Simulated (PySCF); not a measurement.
**C3H2F3O2−: electronic excitations and core binding energies**

What electronic excitations and core binding energies should C3H2F3O2− (`O=C([O-])[C@H](F)C(F)F`) show?

The runs use PySCF 2.14.0, with density-fitted response routines of our own; the level of theory stands in each step. All values are computed, except where a source is named. Atoms count from 0, in the outputs and in this text.

### 1 The starting structure

10 atoms, charge -1, multiplicity 1; geometry from: GFN2-xTB.

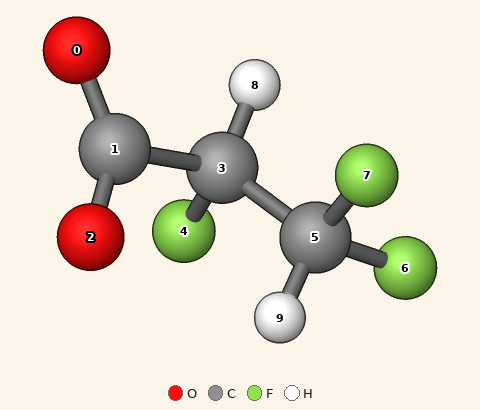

As it starts; oxygen red, carbon grey, fluorine green, hydrogen white, atoms numbered.

### 2 TDDFT and polarisability: CAM-B3LYP/def2-SVPD

Job settings and geometry (Å):

```
{"job": {"kind": "uv", "xc": "CAM-B3LYP", "basis": "def2-SVPD", "nstates": 8, "ntriplets": 3}, "charge": -1, "multiplicity": 1}
O      2.033656     1.193339    -0.750194
C      1.466291     0.194029    -0.335392
O      1.744636    -0.998431    -0.358265
C      0.015299     0.507779     0.391338
F      0.131045     0.355475     1.769147
C     -0.984809    -0.507957    -0.099443
F     -2.206798    -0.425846     0.529261
F     -1.269132    -0.317625    -1.412498
H     -0.313689     1.535098     0.208080
H     -0.607617    -1.531206     0.035438
```

With the program's defaults for keys left out, this is: TDDFT CAM-B3LYP/def2-SVPD, vertical, gas phase, core orbitals frozen in the response.

The program printed:

```text
coarse grid: 9928 points
cycle   1  E = -564.5946947829  dE =  1.232e+00  |g| = 1.318e+00  |ddm| = 3.864e+00
cycle   2  E = -564.2649602380  dE =  3.297e-01  |g| = 1.943e+00  |ddm| = 3.143e+00
cycle   3  E = -564.9211669777  dE = -6.562e-01  |g| = 7.693e-02  |ddm| = 1.880e+00
cycle   4  E = -564.9220638765  dE = -8.969e-04  |g| = 5.066e-02  |ddm| = 1.575e-01
cycle   5  E = -564.9225274483  dE = -4.636e-04  |g| = 1.588e-02  |ddm| = 6.132e-02
cycle   6  E = -564.9225663913  dE = -3.894e-05  |g| = 6.993e-03  |ddm| = 1.950e-02
cycle   7  E = -564.9225756941  dE = -9.303e-06  |g| = 1.884e-03  |ddm| = 8.644e-03
final grid: 101600 points
cycle   8  E = -565.0183351209  dE = -2.573e-05  |g| = 5.351e-03  |ddm| = 4.677e-02
cycle   9  E = -565.0183309998  dE =  4.121e-06  |g| = 7.390e-03  |ddm| = 9.558e-03
cycle  10  E = -565.0183399476  dE = -8.948e-06  |g| = 6.009e-04  |ddm| = 5.373e-03
cycle  11  E = -565.0183399912  dE = -4.360e-08  |g| = 3.704e-04  |ddm| = 8.116e-04
cycle  12  E = -565.0183400168  dE = -2.551e-08  |g| = 5.588e-05  |ddm| = 4.400e-04
cycle  13  E = -565.0183400174  dE = -6.244e-10  |g| = 2.712e-05  |ddm| = 1.001e-04
converged SCF energy = -565.0183400174

Static polarisability (au): isotropic 53.713, principal 45.422 54.657 61.060

Singlet excitations
state   eV       nm        f      main configurations
  1   5.6696    218.7   0.00803   H->L+1 0.52, H->L+5 0.30
  2   6.0036    206.5   0.00073   H-1->L+5 0.38, H-1->L+1 0.38
  3   6.1877    200.4   0.05210   H->L 0.67, H->L+2 0.12
  4   6.4047    193.6   0.01285   H-1->L 0.38, H->L+2 0.23, H-1->L+3 0.13
  5   6.7458    183.8   0.00418   H->L+2 0.24, H->L+1 0.21, H-1->L 0.14
  6   6.7774    182.9   0.00075   H-2->L 0.61, H-2->L+3 0.19, H-2->L+2 0.12
  7   6.9574    178.2   0.00506   H->L+5 0.25, H->L+2 0.18, H->L 0.14
  8   6.9922    177.3   0.00959   H->L+3 0.51

Triplet excitations (Tamm-Dancoff, eV): 5.2324 5.5877 5.6879
```

Run time: 31 s. Hardware: 1 thread, shared host.

Frontier orbitals and where they lie:

```
orbital     eV                      atoms
 HOMO−3  -7.18  F4 19 %, C5 18 %, C3 18 %
 HOMO−2  -4.32  O2 43 %, O0 43 %, C1 13 %
 HOMO−1  -4.06   O2 51 %, O0 36 %, C1 7 %
   HOMO  -3.70  O0 39 %, O2 22 %, C3 18 %
   LUMO   4.91  C5 24 %, F6 23 %, F7 14 %
 LUMO+1   5.43  F4 26 %, F7 15 %, F6 11 %
 LUMO+2   5.76  O0 18 %, F6 17 %, F7 14 %
```

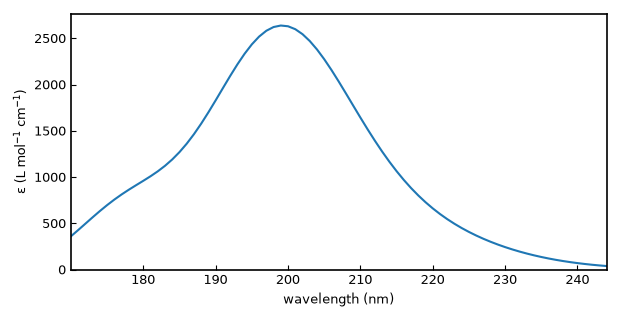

Absorption spectrum: each of the 8 states is a Gaussian band of 0.4 eV half-width at 1/e. Beyond the last state computed it falls off for lack of states.

Further results of this job:

```csv
property,computed
polarisability (Å³),7.96
HOMO–LUMO gap (eV),8.62
−ε(HOMO) (eV),3.70
```

### 3 Core holes by ΔSCF: SCAN, X2C

Same as in step 2 but for these lines:

```diff
@@ -1,2 +1,2 @@
-{"job": {"kind": "uv", "xc": "CAM-B3LYP", "basis": "def2-SVPD", "nstates": 8, "ntriplets": 3}, "charge": -1, "multiplicity": 1}
+{"job": {"kind": "xps"}, "charge": -1, "multiplicity": 1}
 O      2.033656     1.193339    -0.750194
```

Method: delta-SCF UKS SCAN, pcX-2 on the ionised atom, pcseg-1 elsewhere, spin-free X2C.

The program printed:

```text
ground state, core basis on atom 0 (O), 153 functions
  cycle   1  E = -565.45006839  |g| = 1.27e+00
  cycle   2  E = -564.25808392  |g| = 2.75e+00
  cycle   3  E = -565.69921330  |g| = 3.90e-01
  cycle   4  E = -565.71379063  |g| = 3.08e-01
  cycle   5  E = -565.72922272  |g| = 1.10e-01
  cycle   6  E = -565.73158061  |g| = 2.17e-02
  cycle   7  E = -565.73164942  |g| = 1.10e-02
  cycle   8  E = -565.73166828  |g| = 2.45e-03
  cycle   9  E = -565.73166982  |g| = 9.06e-04
  cycle  10  E = -565.73166925  |g| = 2.20e-04
  E(ground) = -565.73297327 Eh
hole in O 1s of atom 0
  cycle   1  E = -545.36957364  |g| = 2.23e+00
  cycle   2  E = -544.53911986  |g| = 2.44e+00
  cycle   3  E = -545.86336512  |g| = 9.14e-01
  cycle   4  E = -546.03181763  |g| = 6.46e-01
  cycle   5  E = -546.19135104  |g| = 9.01e-02
  cycle   6  E = -546.19394501  |g| = 4.14e-02
  cycle   7  E = -546.19467607  |g| = 1.38e-02
  cycle   8  E = -546.19473400  |g| = 4.31e-03
  cycle   9  E = -546.19474123  |g| = 1.39e-03
  cycle  10  E = -546.19474291  |g| = 6.26e-04
  cycle  11  E = -546.19474248  |g| = 3.27e-04
  E(ion) = -546.19851079 Eh   <S^2> = 0.7640   hole on atom = 1.000   binding energy = 531.560 eV
ground state, core basis on atom 1 (C), 153 functions
  cycle   1  E = -565.71018466  |g| = 7.77e-02
  cycle   2  E = -565.70694980  |g| = 1.39e-01
  cycle   3  E = -565.71051247  |g| = 3.55e-02
  cycle   4  E = -565.71068135  |g| = 2.09e-02
  cycle   5  E = -565.71076517  |g| = 1.23e-03
  cycle   6  E = -565.71076376  |g| = 3.62e-04
  E(ground) = -565.71482223 Eh
hole in C 1s of atom 1
  cycle   1  E = -554.56239713  |g| = 1.51e+00
  cycle   2  E = -552.21414114  |g| = 2.57e+00
  cycle   3  E = -554.88768251  |g| = 7.04e-01
  cycle   4  E = -555.03130695  |g| = 4.58e-01
  cycle   5  E = -555.06204462  |g| = 3.25e-01
  cycle   6  E = -555.08512564  |g| = 2.16e-01
  cycle   7  E = -555.10396189  |g| = 2.78e-02
  cycle   8  E = -555.10424681  |g| = 1.02e-02
  cycle   9  E = -555.10427797  |g| = 5.48e-03
  cycle  10  E = -555.10429067  |g| = 1.32e-03
  cycle  11  E = -555.10429173  |g| = 7.78e-04
  cycle  12  E = -555.10429201  |g| = 4.59e-04
  E(ion) = -555.10791495 Eh   <S^2> = 0.7744   hole on atom = 1.000   binding energy = 288.629 eV
ground state, core basis on atom 2 (O), 153 functions
  cycle   1  E = -565.73060071  |g| = 1.00e-01
  cycle   2  E = -565.72847652  |g| = 1.14e-01
  cycle   3  E = -565.72959927  |g| = 8.39e-02
  cycle   4  E = -565.73091552  |g| = 1.26e-02
  cycle   5  E = -565.73095022  |g| = 1.45e-03
  cycle   6  E = -565.73094907  |g| = 4.81e-04
  E(ground) = -565.73207065 Eh
hole in O 1s of atom 2
  cycle   1  E = -545.36697502  |g| = 2.23e+00
  cycle   2  E = -544.51232556  |g| = 2.46e+00
  cycle   3  E = -545.85612322  |g| = 9.22e-01
  cycle   4  E = -546.03083027  |g| = 6.45e-01
  cycle   5  E = -546.18973452  |g| = 8.93e-02
  cycle   6  E = -546.19229168  |g| = 3.99e-02
  cycle   7  E = -546.19297871  |g| = 1.27e-02
  cycle   8  E = -546.19302855  |g| = 4.68e-03
  cycle   9  E = -546.19303648  |g| = 1.46e-03
  cycle  10  E = -546.19303814  |g| = 6.37e-04
  cycle  11  E = -546.19303735  |g| = 2.67e-04
  E(ion) = -546.19651338 Eh   <S^2> = 0.7640   hole on atom = 1.000   binding energy = 531.590 eV
ground state, core basis on atom 3 (C), 153 functions
  cycle   1  E = -565.70809876  |g| = 7.36e-02
  cycle   2  E = -565.70613829  |g| = 1.11e-01
  cycle   3  E = -565.70821477  |g| = 4.13e-02
  cycle   4  E = -565.70846946  |g| = 2.17e-02
  cycle   5  E = -565.70855797  |g| = 2.39e-03
  cycle   6  E = -565.70855707  |g| = 5.87e-04
  cycle   7  E = -565.70855795  |g| = 6.44e-05
  E(ground) = -565.71254461 Eh
hole in C 1s of atom 3
  cycle   1  E = -554.55085501  |g| = 1.51e+00
  cycle   2  E = -550.75611677  |g| = 3.03e+00
  cycle   3  E = -554.63885098  |g| = 1.09e+00
  cycle   4  E = -555.03790108  |g| = 4.49e-01
  cycle   5  E = -555.10031986  |g| = 1.78e-01
  cycle   6  E = -555.10795868  |g| = 9.24e-02
  cycle   7  E = -555.11032231  |g| = 4.46e-02
  cycle   8  E = -555.11100531  |g| = 1.98e-02
  cycle   9  E = -555.11115911  |g| = 6.25e-03
  cycle  10  E = -555.11118087  |g| = 2.10e-03
  cycle  11  E = -555.11118346  |g| = 1.74e-03
  cycle  12  E = -555.11118472  |g| = 6.31e-04
  cycle  13  E = -555.11118404  |g| = 2.46e-04
  E(ion) = -555.11734627 Eh   <S^2> = 0.7757   hole on atom = 1.000   binding energy = 288.310 eV
ground state, core basis on atom 4 (F), 153 functions
  cycle   1  E = -565.74757441  |g| = 1.17e-01
  cycle   2  E = -565.74722182  |g| = 6.05e-02
  cycle   3  E = -565.74710194  |g| = 6.75e-02
  cycle   4  E = -565.74773011  |g| = 6.12e-03
  cycle   5  E = -565.74773946  |g| = 1.53e-03
  cycle   6  E = -565.74773835  |g| = 3.92e-04
  E(ground) = -565.75385992 Eh
hole in F 1s of atom 4
  cycle   1  E = -539.55443843  |g| = 2.58e+00
  cycle   2  E = -537.88117825  |g| = 2.67e+00
  cycle   3  E = -539.55363514  |g| = 1.38e+00
  cycle   4  E = -540.39561814  |g| = 3.92e-01
  cycle   5  E = -540.37925418  |g| = 3.95e-01
  cycle   6  E = -540.43478244  |g| = 1.68e-01
  cycle   7  E = -540.44545496  |g| = 3.65e-02
  cycle   8  E = -540.44597914  |g| = 7.48e-03
  cycle   9  E = -540.44599545  |g| = 4.59e-03
  cycle  10  E = -540.44600170  |g| = 1.00e-03
  cycle  11  E = -540.44600315  |g| = 4.31e-04
  E(ion) = -540.45866868 Eh   <S^2> = 0.7584   hole on atom = 1.000   binding energy = 688.317 eV
ground state, core basis on atom 5 (C), 153 functions
  cycle   1  E = -565.71012905  |g| = 7.18e-02
  cycle   2  E = -565.70954492  |g| = 7.54e-02
  cycle   3  E = -565.71031930  |g| = 2.79e-02
  cycle   4  E = -565.71044281  |g| = 6.17e-03
  cycle   5  E = -565.71044885  |g| = 2.22e-03
  cycle   6  E = -565.71045082  |g| = 8.70e-04
  cycle   7  E = -565.71045071  |g| = 1.20e-04
  E(ground) = -565.71393249 Eh
hole in C 1s of atom 5
  cycle   1  E = -554.45984927  |g| = 1.50e+00
  cycle   2  E = -544.71736417  |g| = 4.15e+00
  cycle   3  E = -554.43935933  |g| = 1.17e+00
  cycle   4  E = -554.88494938  |g| = 5.80e-01
  cycle   5  E = -554.96226928  |g| = 3.05e-01
  cycle   6  E = -554.97556385  |g| = 2.51e-01
  cycle   7  E = -555.00253753  |g| = 2.74e-02
  cycle   8  E = -555.00281942  |g| = 1.45e-02
  cycle   9  E = -555.00288337  |g| = 6.80e-03
  cycle  10  E = -555.00290180  |g| = 1.95e-03
  cycle  11  E = -555.00290424  |g| = 1.41e-03
  cycle  12  E = -555.00290440  |g| = 8.85e-04
  cycle  13  E = -555.00290476  |g| = 3.53e-04
  E(ion) = -555.00862300 Eh   <S^2> = 0.7839   hole on atom = 1.000   binding energy = 291.306 eV
ground state, core basis on atom 6 (F), 153 functions
  cycle   1  E = -565.74665134  |g| = 1.17e-01
  cycle   2  E = -565.74635305  |g| = 5.80e-02
  cycle   3  E = -565.74626048  |g| = 6.40e-02
  cycle   4  E = -565.74681792  |g| = 4.92e-03
  cycle   5  E = -565.74682267  |g| = 7.75e-04
  cycle   6  E = -565.74682311  |g| = 2.95e-04
  E(ground) = -565.75285727 Eh
hole in F 1s of atom 6
  cycle   1  E = -539.52645619  |g| = 2.58e+00
  cycle   2  E = -537.66701083  |g| = 2.70e+00
  cycle   3  E = -539.43815576  |g| = 1.44e+00
  cycle   4  E = -540.32664892  |g| = 4.94e-01
  cycle   5  E = -540.28878293  |g| = 5.51e-01
  cycle   6  E = -540.41381535  |g| = 1.23e-01
  cycle   7  E = -540.41870626  |g| = 5.02e-02
  cycle   8  E = -540.41971401  |g| = 1.00e-02
  cycle   9  E = -540.41975971  |g| = 3.83e-03
  cycle  10  E = -540.41976611  |g| = 1.69e-03
  cycle  11  E = -540.41976683  |g| = 6.46e-04
  cycle  12  E = -540.41976706  |g| = 3.44e-04
  E(ion) = -540.43348166 Eh   <S^2> = 0.7605   hole on atom = 1.000   binding energy = 688.975 eV
ground state, core basis on atom 7 (F), 153 functions
  cycle   1  E = -565.74602906  |g| = 1.27e-01
  cycle   2  E = -565.74483109  |g| = 1.07e-01
  cycle   3  E = -565.74594716  |g| = 6.38e-02
  cycle   4  E = -565.74656371  |g| = 6.82e-03
  cycle   5  E = -565.74657061  |g| = 2.05e-03
  cycle   6  E = -565.74657218  |g| = 8.69e-04
  cycle   7  E = -565.74657352  |g| = 1.04e-04
  E(ground) = -565.75248966 Eh
hole in F 1s of atom 7
  cycle   1  E = -539.52202414  |g| = 2.58e+00
  cycle   2  E = -537.55888557  |g| = 2.70e+00
  cycle   3  E = -539.39967017  |g| = 1.46e+00
  cycle   4  E = -540.32411551  |g| = 4.66e-01
  cycle   5  E = -540.27719587  |g| = 5.48e-01
  cycle   6  E = -540.39635584  |g| = 1.40e-01
  cycle   7  E = -540.40322256  |g| = 5.14e-02
  cycle   8  E = -540.40428507  |g| = 1.01e-02
  cycle   9  E = -540.40431998  |g| = 5.22e-03
  cycle  10  E = -540.40433056  |g| = 1.42e-03
  cycle  11  E = -540.40432966  |g| = 6.46e-04
  cycle  12  E = -540.40433044  |g| = 1.74e-04
  E(ion) = -540.41671052 Eh   <S^2> = 0.7572   hole on atom = 1.000   binding energy = 689.422 eV
```

Run time: 70 s. Hardware: 1 thread, shared host.

Binding energies by hole, beside the orbital energy of the ground state; the difference holds orbital relaxation and, for a density functional, its self-interaction error:

| hole | stands for | environment | ΔSCF (eV) | −ε (eV) | ⟨S²⟩ |
| --- | --- | --- | --- | --- | --- |
| O1s on O0 | O0 | carboxylate oxygen | 531.56 | 510.1 | 0.764 |
| C1s on C1 | C1 | carboxylate carbon | 288.63 | 271.0 | 0.774 |
| O1s on O2 | O2 | carboxylate oxygen | 531.59 | 510.1 | 0.764 |
| C1s on C3 | C3 | sp3 CH bonded to F, α to a carbonyl | 288.31 | 271.3 | 0.776 |
| F1s on F4 | F4 | fluorine on an sp3 carbon | 688.32 | 662.4 | 0.758 |
| C1s on C5 | C5 | sp3 CH bonded to 2 F | 291.31 | 273.8 | 0.784 |
| F1s on F6 | F6 | fluorine of a CF2 group | 688.98 | 663.1 | 0.760 |
| F1s on F7 | F7 | fluorine of a CF2 group | 689.42 | 663.2 | 0.757 |

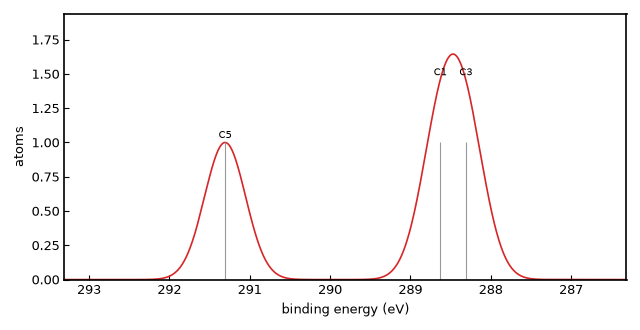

The C1s photoelectron lines, weighted by the number of atoms. Lines are broadened to a width of 0.60 eV (Gaussian).

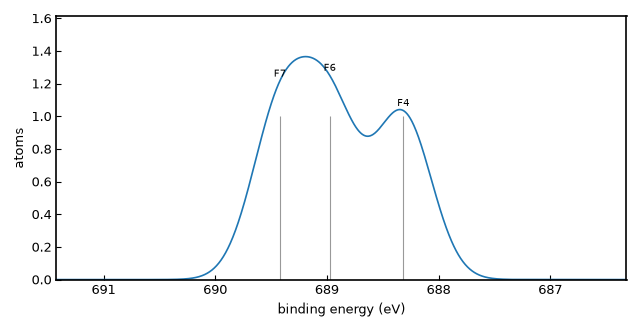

The F1s photoelectron lines, weighted by the number of atoms. Lines are broadened to a width of 0.60 eV (Gaussian).

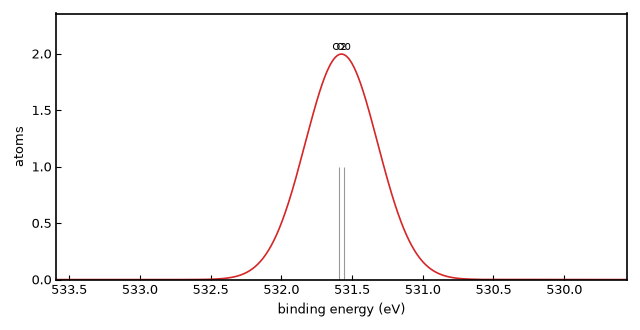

The O1s photoelectron lines, weighted by the number of atoms. Lines are broadened to a width of 0.60 eV (Gaussian).

### 4 Outcome

| quantity | value |
| --- | --- |
| lowest singlet (CAM-B3LYP/def2-SVPD) | 5.67 eV (219 nm), f = 0.008 |
| brightest single state of those computed | state 3, 6.19 eV, f = 0.052 |
| lowest triplet | 5.23 eV |
| C1s binding energies, SCAN/pcX-2 | C5 291.31, C1 288.63, C3 288.31 eV |
| F1s binding energies, SCAN/pcX-2 | F7 689.42, F6 688.98, F4 688.32 eV |
| O1s binding energies, SCAN/pcX-2 | O2 531.59, O0 531.56 eV |

The lowest singlet, at 5.67 eV, is HOMO→LUMO+1 0.52, HOMO→LUMO+5 0.30 and is weak; of the 8 states computed, the strongest absorption comes from state 3 at 6.19 eV. The lowest triplet lies 0.44 eV below the lowest singlet (triplets in Tamm-Dancoff, singlets in full TDDFT). The lowest singlet lies above −ε(HOMO); no detachment energy was computed, so the anion's states may not be bound. C5 (sp3 CH bonded to 2 F) binds its C1s electron 3.00 eV more tightly than C3 (sp3 CH bonded to F, α to a carbonyl). The F1s levels kept as sound span 1.10 eV, from F4 (fluorine on an sp3 carbon) up to F7 (fluorine of a CF2 group). The O1s levels computed lie within 0.03 eV of one another, too close to rank.
